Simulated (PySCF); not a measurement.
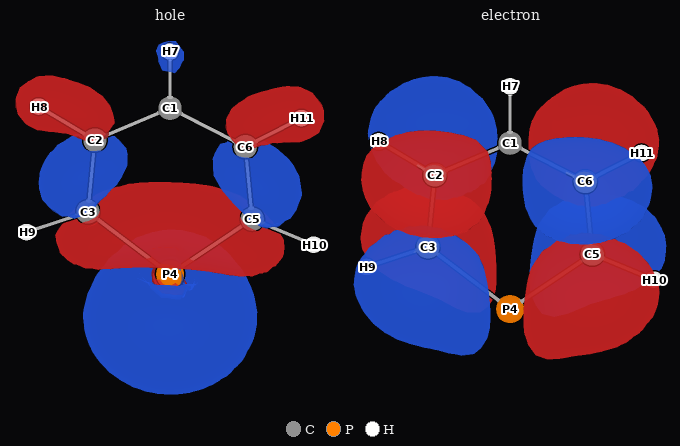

Figure. C₅H₅P, SMILES `c1ccpcc1`. Leading natural transition orbital pair of S₄ (full linear response singlet states); the surfaces enclose about 85 % of each orbital's density.

Level of theory: PBE0/def2-SVP (PySCF), at a geometry from GFN2-xTB. No frequency check shows the geometry to be a minimum. GFN2-xTB bond lengths at metals and heavier atoms can be off by up to 0.1 Å and shapes distorted, which carries into these values. Without diffuse functions Rydberg states are missing, so the states' numbers hold for this basis only.

**What kind of excitation is it, and where does it lie?**

5.54 eV (224 nm), f = 0.000 (dark), n → π*; the leading pair carries 99 %; hole on P4 (67 %) and C3 and C5 (10 % each), electron on C2 and C6 (20 % each), C3 and C5 (18 % each) and P4 (9 %); their centroids lie 1.6 Å apart. In canonical orbitals it is mainly HOMO−1 → LUMO+1 (99 %). The HOMO–LUMO gap is 5.75 eV.
